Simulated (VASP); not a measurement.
Band structure of Si$_{2}$Mo (space group I4/mmm). Level of theory: PBE GGA, VASP's PBE PAW potentials (set 64) (plane waves; VASP).

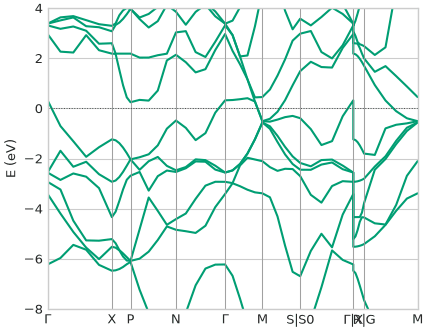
Figure. Bands along high-symmetry lines, zero at the valence-band maximum or, without a gap, the Fermi level

### Question
Read the plot: is there a gap, and where are the band edges?

### Answer
It has no gap at this level: it comes out as a metal or semimetal.

The structure comes from a computed database's Si2Mo entry; how it stands against other phases isn't given here. The cell was not relaxed at this level.
